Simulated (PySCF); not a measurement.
**CH4BrGaS, SMILES `C[S][GaH][Br]`: what the electrons do**

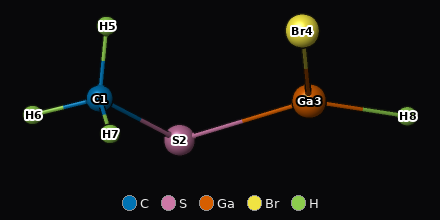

The molecule, with its atoms numbered as below. No frequency check shows the geometry to be a minimum.

Cartesian coordinates (Å):

```
C1       1.7106    1.7813    0.0053
S2       2.2371    0.0160   -0.0019
Ga3      0.2153   -0.9414    0.0007
Br4     -1.6437    0.4096   -0.0006
H5       1.1333    2.0076    0.8970
H6       2.6284    2.3597   -0.0102
H7       1.1337    2.0087   -0.8936
H8      -0.0952   -2.4750    0.0039
```

## 1. Excited states

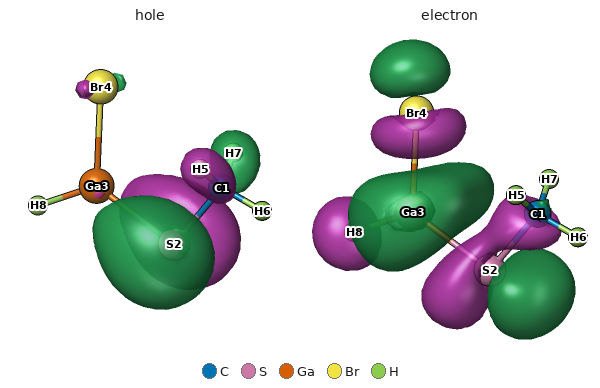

Leading natural transition orbital pair of S₁ (TDA singlet states); the surfaces enclose about 78 % of each orbital's density.

Level of theory: LC-wPBE/cc-pVDZ (PySCF), at a geometry from GFN2-xTB. Without diffuse functions Rydberg states are missing, so the states' numbers hold for this basis only.

Question: Give its energy, strength and character.

Answer: 5.69 eV (218 nm), f = 0.008, n → σ*; the leading pair carries 100 %; hole on S2 (78 %), Ga3 (9 %) and C1 (5 %), electron on Ga3 (36 %), S2 (33 %) and Br4 (16 %); their centroids lie 1.2 Å apart; S₂ lies within 0.1 eV of it. In canonical orbitals it is mainly HOMO → LUMO+1 (86 %). The HOMO–LUMO gap is 10.55 eV.

## 2. Removing or adding an electron

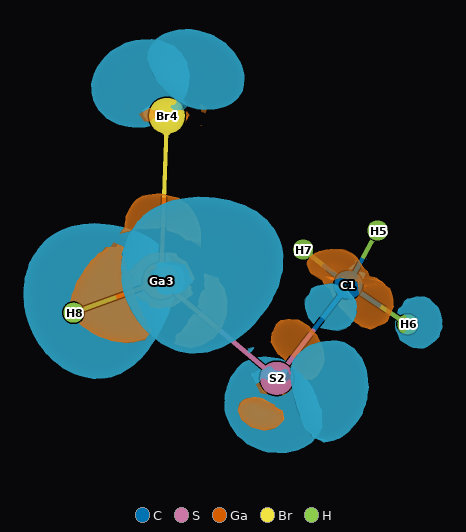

Fukui function f⁺ = ρ(N+1) − ρ(N) at fixed geometry, surfaces at ±0.02 e/Å³ (light blue positive, orange negative).

Level of theory: PBE0/def2-SVP (PySCF), at a geometry from GFN2-xTB.

Question: On which atoms does the density change most on addition of an electron?

Answer: f⁺ (Hirshfeld-condensed) is largest on Ga3 (0.52); the vertical electron affinity is −0.27 eV (the stability of the anion's solution wasn't checked; negative, but this basis has no diffuse functions, so it doesn't show that the anion is unbound). Condensed values hint at sites of nucleophilic attack but needn't mark the atom that reacts. Orbital relaxation makes it negative in places (0.16 e in all).

```json
{"atom": "C1", "f⁺": "+0.02", "charge": "−0.12"}
{"atom": "S2", "f⁺": "+0.13", "charge": "−0.11"}
{"atom": "Ga3", "f⁺": "+0.52", "charge": "+0.36"}
{"atom": "Br4", "f⁺": "+0.17", "charge": "−0.17"}
{"atom": "H5", "f⁺": "+0.02", "charge": "+0.04"}
{"atom": "H6", "f⁺": "+0.03", "charge": "+0.05"}
{"atom": "H7", "f⁺": "+0.02", "charge": "+0.04"}
{"atom": "H8", "f⁺": "+0.08", "charge": "−0.10"}
```

## 3. Stretching a bond

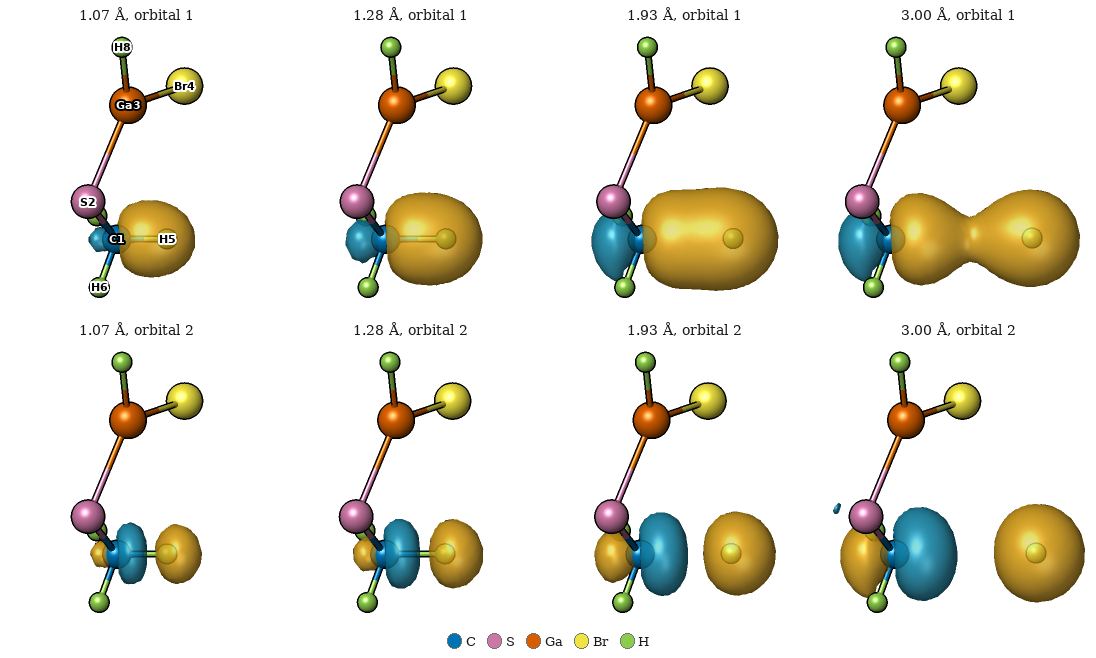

Rigid stretch of the C1–H5 bond. The two CASSCF(2,2) natural orbitals nearest half filling (orbital 1 the more occupied).

Method: cc-pVDZ basis; geometry: GFN2-xTB; program: PySCF.

Question: How do the occupations change along the stretch?

Answer: 1.07 Å: 1.98 and 0.02; 1.28 Å: 1.97 and 0.03; 1.93 Å: 1.82 and 0.18; 3.00 Å: 1.27 and 0.73. At the longest distance computed (3.00 Å) they are 1.27 and 0.73, and the effective number of unpaired electrons is 1.7.

Question: Where does the UHF solution part from RHF?

Answer: Between 1.44 Å (⟨S²⟩ = 0, the two coincide) and 1.66 Å (⟨S²⟩ = 0.07); at 3.00 Å ⟨S²⟩ is 1.00 and UHF lies 3.5 eV below RHF.

Question: How much energy does the stretch cost?

Answer: By CASSCF, 4.2 eV from the lowest point of the scan (1.07 Å) to 3.00 Å; RHF gives 7.2 eV from its own lowest point. The fragments aren't relaxed and dynamic correlation is missing, so this isn't a bond dissociation energy.

The PySCF runs shown took 2.8 min, 3.7 min and 8.8 min on 1 thread of Intel(R) Xeon(R) Processor @ 2.70GHz, on a shared host.
